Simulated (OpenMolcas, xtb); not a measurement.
How methods differ on GaH2OF (SMILES [OH][GaH][F])

GaH2OF: 5 atoms, total charge 0, spin state singlet. As SMILES, `[OH][GaH][F]`. Geometry: relaxed at PBE0-D4/def2-TZVP. This is one conformer, not always the lowest.

```xyz
5

O    -1.1304   -0.5887   -0.2838
Ga    0.3837    0.2805    0.0156
F     0.4383    1.7778   -0.8812
H    -1.2106   -1.4207    0.1872
H     1.5690   -0.1226    0.9209
```

Quantity: the dipole moment, in D. The values are calculated.

| level | kind | program | value (D) |
| --- | --- | --- | --- |
| GFN1-xTB | semi-empirical | xtb | 4.74 |
| HF/cc-pVDZ | Hartree–Fock | OpenMolcas | 3.85 |
| SVWN5/cc-pVDZ | LDA | OpenMolcas | 3.27 |
| revPBE/cc-pVDZ | GGA | OpenMolcas | 3.11 |
| TPSS/cc-pVDZ | meta-GGA | OpenMolcas | 3.13 |
| B3LYP/cc-pVDZ | global hybrid | OpenMolcas | 3.34 |
| M06-2X/cc-pVDZ | hybrid meta-GGA | OpenMolcas | 3.50 |

All-electron rows without a relativistic Hamiltonian named are non-relativistic. The values span 3.11 to 4.74 D. Magnitudes only.

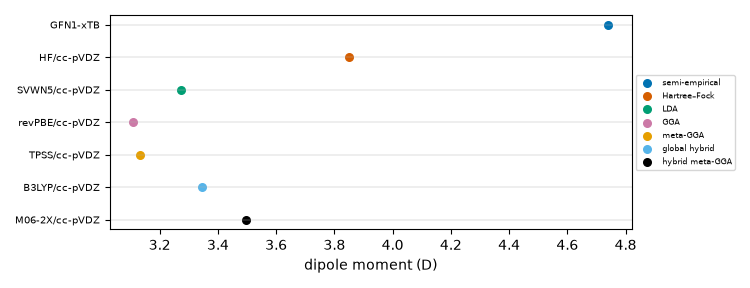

The values of the table, level by level.
